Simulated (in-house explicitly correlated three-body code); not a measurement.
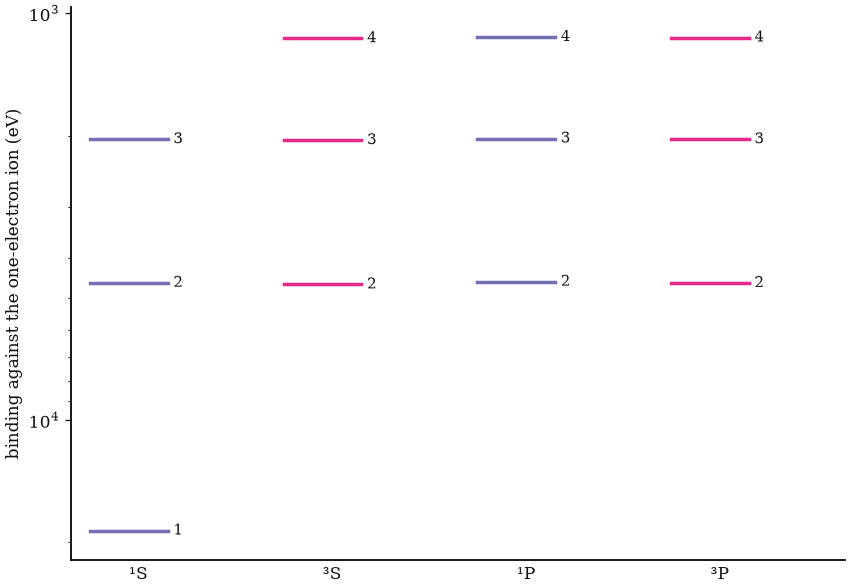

Two electrons around a point charge Z = 37.7. Computed variationally in 260 exponentially correlated functions with an in-house code, non-relativistic, converged to about 10⁻⁸ of the energy. The plot shows the bound S and P states that converged, by term and principal number n, on a logarithmic scale of binding.

Q: How do singlets and triplets lie?

A: The ground state is bound by 18.70 keV. The n = 2 states drawn run, from the deepest, 2 ³S (4643 eV), 2 ³P (4605 eV), 2 ¹S (4600 eV), 2 ¹P (4572 eV). Exchange puts 2 ³S below 2 ¹S by 43.2 eV and 2 ³P below 2 ¹P by 32.8 eV. Quantum defects n − (Z − 1)/√(2 E(binding)): 2 ³S 0.013, 2 ³P 0.005, 2 ¹S 0.004, 2 ¹P −0.002.
